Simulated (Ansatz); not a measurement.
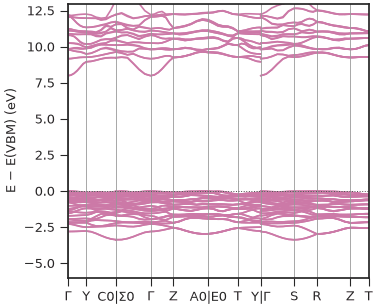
Figure. Band structure from the program Ansatz at the r²SCAN with spin–orbit coupling level (PAW)

Question: Read off the gap and where the band edges lie.

Answer: About 8.0 eV (7.99 eV by a search for the band edges); maximum on the S–R line, 88 % of the way from S, minimum at Γ.

The material is BaMgF₄ in space group Cmc2_1 (No. 36; Pearson symbol oS24).

The first step of the workflow began from a Materials Project structure, measured or hypothetical; the Crystallography Open Database files this formula in space group No. 36, but the cells were not matched. Whether it is the stable phase at ambient conditions was not checked. The r²SCAN relaxation kept the symmetry of its start; its stability against distortions is not shown here.

Potentials: the earlier of the program's two PAW sets. The files were generated under PBE; for other functionals the program regenerates the frozen cores, and for LDA and PBEsol the local potential too.
